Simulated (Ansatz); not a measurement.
ClH7O3Si3···H4OSi

Input

```
crystal:
  periodic: [false, false, false]
  atoms:
    - {symbol: Si, position_ang: [0.735786, -1.330594, 0.662918]}
    - {symbol: O, position_ang: [0.918170, 1.738965, -0.454060]}
    - {symbol: Si, position_ang: [-0.306132, 2.010099, -1.520223]}
    - {symbol: O, position_ang: [0.646564, -0.422395, 1.975755]}
    - {symbol: Si, position_ang: [0.220058, 1.022459, 2.646850]}
    - {symbol: O, position_ang: [-0.611108, -1.223830, -0.201002]}
    - {symbol: Si, position_ang: [-1.584739, -1.882628, -1.352082]}
    - {symbol: Cl, position_ang: [1.073117, -3.254245, 1.251585]}
    - {symbol: H, position_ang: [1.495764, 0.983003, -0.620615]}
    - {symbol: O, position_ang: [1.965045, -0.870351, -0.322146]}
    - {symbol: H, position_ang: [-0.359223, 0.933008, -2.547889]}
    - {symbol: H, position_ang: [-0.105859, 3.314593, -2.203193]}
    - {symbol: H, position_ang: [-1.597436, 2.050207, -0.788350]}
    - {symbol: H, position_ang: [-0.969528, 1.581218, 1.963298]}
    - {symbol: H, position_ang: [1.363134, 1.960901, 2.579013]}
    - {symbol: H, position_ang: [-0.108999, 0.745154, 4.067133]}
    - {symbol: H, position_ang: [-2.686376, -0.926109, -1.603850]}
    - {symbol: H, position_ang: [-0.811576, -2.113020, -2.596732]}
    - {symbol: H, position_ang: [-2.128358, -3.169954, -0.854433]}
    - {symbol: H, position_ang: [2.851495, -1.146381, -0.081976]}
basis:
  gaussian: {orbitals: def2-TZVPP}
hamiltonian: {xc: pbe0, dispersion: d4}
output: {orbitals: {seedname: orbitals}}
```

Launched as:

```sh
ansatz run in.yaml --threads 4 --pin off --events-out ev --progress --plain --max-ram 66560MiB --backend cuda --devices 0, --max-vram 37GiB
```

The product side of a reaction path; geometry: PBE0-D4/def2-TZVP; a saddle point, not a minimum.

The calculation used Ansatz 0.2.0, RKS PBE0-D4/def2-TZVPP.

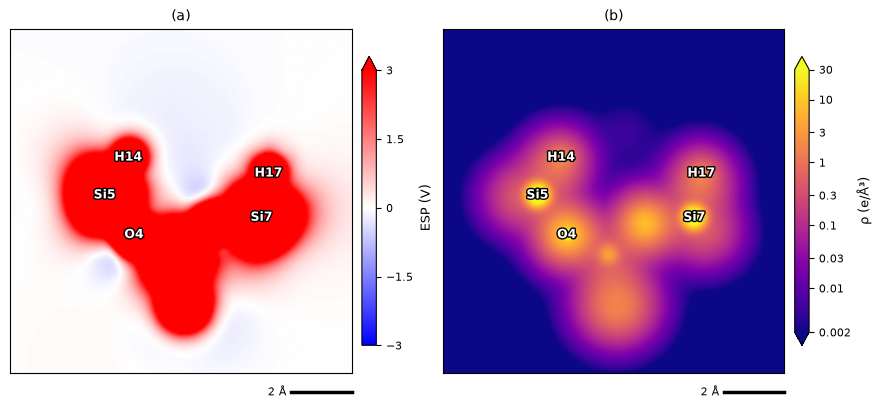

Figure 1. (a) electrostatic potential; (b) electron density on the plane of atoms O4, Si5 and H14.

### Read the bonding off the picture.

Atoms in the plane: O, Si and H. Si–O (1.65 Å): ρ is about 1.1 e/Å³ halfway. Si–H (1.48 Å): ρ is about 0.83 e/Å³ halfway. Outside the dense part of the complex the potential is most negative (−0.5 V) near O6, which lies off the plane.

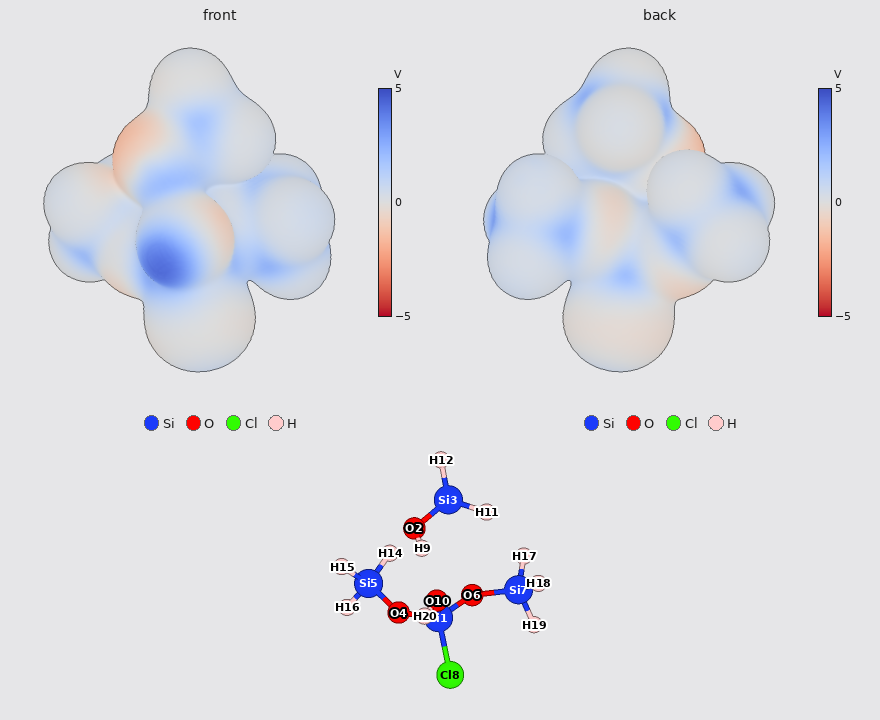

Figure 2. The molecular electrostatic potential painted on the density surface at 0.004 e/bohr³, seen from the front and from behind; red is negative and blue positive. The bare structure is drawn below in the same view.

### Describe the electrostatic potential map.

The most negative region (about −1.4 V) lies over O2, the most positive (about +3.9 V) over H20. Cl8 shows a σ-hole: about +0.5 V at the tip opposite its bond, against about −0.1 V on its flanks. O2 is the likeliest acceptor of a hydrogen bond.

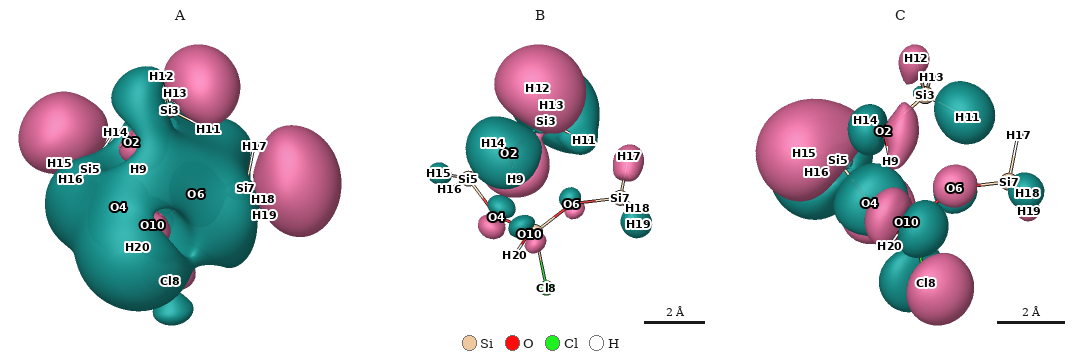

Figure 3. Three frontier orbitals at ±0.04 Å⁻³ᐟ² (teal and pink are the two phases), in no order.

### Which picture is the HOMO−1, the HOMO and the LUMO?

C is the HOMO−1 (−8.97 eV). It lies mainly on Si5 (about 25 %), O4 (about 20 %), H15 (about 15 %), H16 (about 15 %) and Cl8 (about 5 %). B is the HOMO (−8.59 eV). By Hirshfeld shares it lies mainly on O2 (about 40 %), Si3 (about 25 %), H12 (about 20 %) and H13 (about 15 %). A is the LUMO (−0.33 eV). It lies mainly on Si7 (about 20 %), Si5 (about 15 %), Si1 (about 10 %), Si3 (about 10 %) and H20 (about 10 %).

### What is the HOMO–LUMO gap?

8.26 eV between the orbital energies.
